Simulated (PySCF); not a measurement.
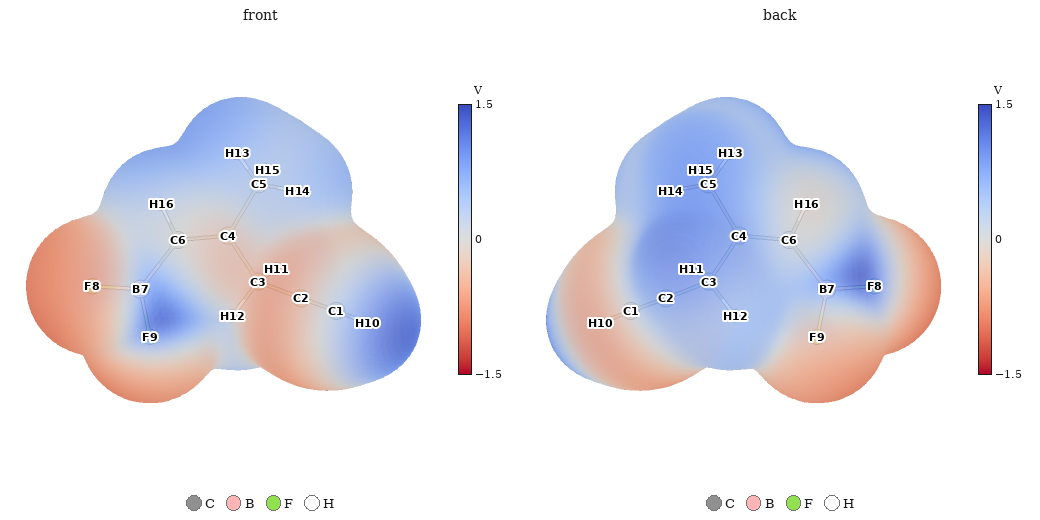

Figure 1: C6H7BF2 (SMILES C#CC/C(C)=C\B(F)F). The molecular electrostatic potential painted on the density surface at 0.001 e/bohr³, seen from the front and from behind; red is negative and blue positive.

Geometry: GFN2-xTB.

Level of theory: CAM-B3LYP/def2-SVPD, SCF density, gas phase (PySCF).

```yaml
atoms:
  - { symbol: C, position_ang: [-2.7164, -1.1850, 0.0892] }
  - { symbol: C, position_ang: [-1.6048, -0.9733, 0.4772] }
  - { symbol: C, position_ang: [-0.2557, -0.6805, 0.9286] }
  - { symbol: C, position_ang: [0.3026, 0.4687, 0.1326] }
  - { symbol: C, position_ang: [-0.3351, 1.7861, 0.4289] }
  - { symbol: C, position_ang: [1.2720, 0.3343, -0.7856] }
  - { symbol: B, position_ang: [2.0408, -0.9270, -1.2137] }
  - { symbol: F, position_ang: [2.9397, -0.8724, -2.1853] }
  - { symbol: F, position_ang: [1.9259, -2.1389, -0.6885] }
  - { symbol: H, position_ang: [-3.6886, -1.3971, -0.2424] }
  - { symbol: H, position_ang: [-0.2951, -0.4097, 1.9885] }
  - { symbol: H, position_ang: [0.3536, -1.5759, 0.8162] }
  - { symbol: H, position_ang: [0.0242, 2.5645, -0.2381] }
  - { symbol: H, position_ang: [-1.4169, 1.7002, 0.3334] }
  - { symbol: H, position_ang: [-0.1213, 2.0781, 1.4574] }
  - { symbol: H, position_ang: [1.5674, 1.2367, -1.3098] }
```

Which sites attract a positive test charge, and which a negative one?

A positive charge is drawn to the negative regions and a negative charge to the positive ones. The most negative region (about −0.9 V) lies over F8, the most positive (about +1.2 V) over B7 and H10.

How polar is the molecule by this calculation?

Its dipole moment is 2.85 D.
